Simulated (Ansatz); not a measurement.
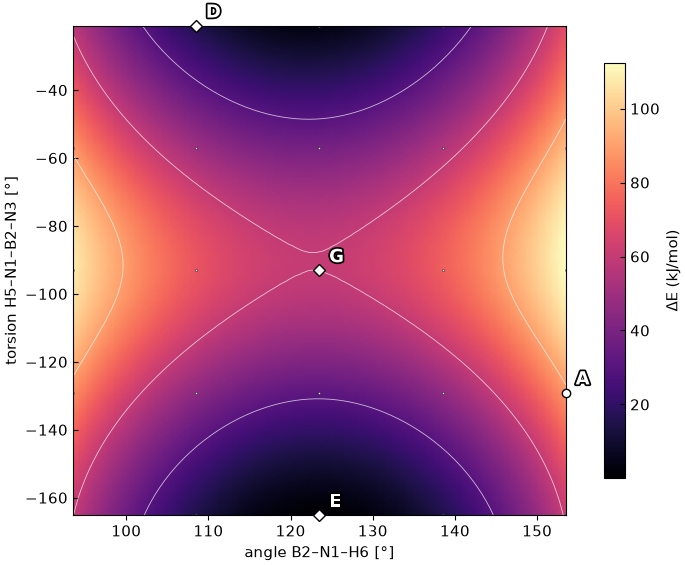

BBrH4N2, SMILES NB(N)Br. Two internal coordinates are moved rigidly from the geometry relaxed at PBE0-D4/def2-TZVP, all others fixed. The first coordinate is: angle B2–N1–H6; the second: torsion H5–N1–B2–N3. The scan uses a 5 × 5 grid. Points are written as (first, second). All energies are given in kJ/mol relative to the lowest grid point. All numbers below come from Ansatz 0.2.0, RKS PBE-D4/def2-TZVPP.

In the figure: a smooth colour map with a few white contour lines, dots at the grid points, lettered points. Between grid points the surface is interpolated.

**Is G the lowest point of the computed grid?**

No. G lies 60 kJ/mol above the lowest grid point, which is at (123.5°, −165°).

**Rank the lettered points by energy, lowest first.**

E (0 kJ/mol), D (16 kJ/mol), G (60 kJ/mol), A (88 kJ/mol).
